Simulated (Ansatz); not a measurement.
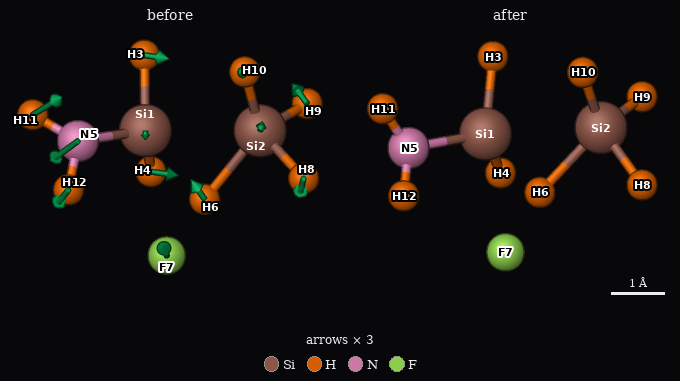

The structure of Si2NH8F before (left) and after (right) a constrained relaxation, at one scale. The green arrows give the displacements, 3 times their true length.

The picture is a ball-and-stick view, seen at a tilt.

The reaction that was planned forms Si1–F7, Si2–H6 and breaks Si1–Si2, H6–F7 (atoms numbered from 1 in input order).

Computed with RKS PBE0-D4/def2-SVP (Ansatz).

The input:
```yaml
crystal:
  periodic: [false, false, false]
  atoms:
    - {symbol: Si, position_ang: [-0.717300, 0.048500, -0.749500]}
    - {symbol: Si, position_ang: [0.708200, -1.241100, 0.954000]}
    - {symbol: H, position_ang: [-0.530300, -0.870100, -1.877700]}
    - {symbol: H, position_ang: [-2.118200, 0.105800, -0.362600]}
    - {symbol: N, position_ang: [0.166400, 1.440600, -1.201700]}
    - {symbol: H, position_ang: [-0.137000, 0.239600, 1.149400]}
    - {symbol: F, position_ang: [-0.774900, 1.359400, 1.415200]}
    - {symbol: H, position_ang: [1.225200, -1.114400, 2.322900]}
    - {symbol: H, position_ang: [-0.029300, -2.507100, 0.940700]}
    - {symbol: H, position_ang: [1.900900, -1.444800, 0.130900]}
    - {symbol: H, position_ang: [0.140000, 1.759900, -2.155300]}
    - {symbol: H, position_ang: [0.166400, 2.223500, -0.566300]}
basis:
  gaussian: {orbitals: def2-SVP}
hamiltonian: {xc: pbe0, dispersion: d4}
relax: {f_tol: 0.04, max_steps: 150, escape_saddle: false, constraints: [{distance: [0, 6]}, {distance: [1, 5]}, {distance: [0, 1]}, {distance: [5, 6]}]}
```

Run as
```bash
ansatz run in.yaml --threads 4 --pin off --events-out ev --progress --plain --max-ram 9574MiB
```

Q: What changed between the two?

A: After 9 accepted moves (10 points after the start) the energy has fallen by 0.308 eV. The largest force component goes from 0.77 to 0.029 eV/Å. The line search rejected the trial step at point 5 of the run. H11 moves most after the best rigid fit: 0.39 Å. Largest moves by element: H 0.39 Å, N 0.37 Å, F 0.33 Å, Si 0.07 Å. Near-neighbour distances that change, for instance: Si1–H6 1.995 → 1.863 Å, Si1–H3 1.467 → 1.497 Å, Si2–H10 1.463 → 1.491 Å, Si1–H4 1.454 → 1.480 Å. Bond angles that change, for instance: H6–Si2–H10 125.8° → 116.4°, H8–Si2–H10 104.4° → 110.4°, H6–Si2–H8 89.6° → 83.6°.
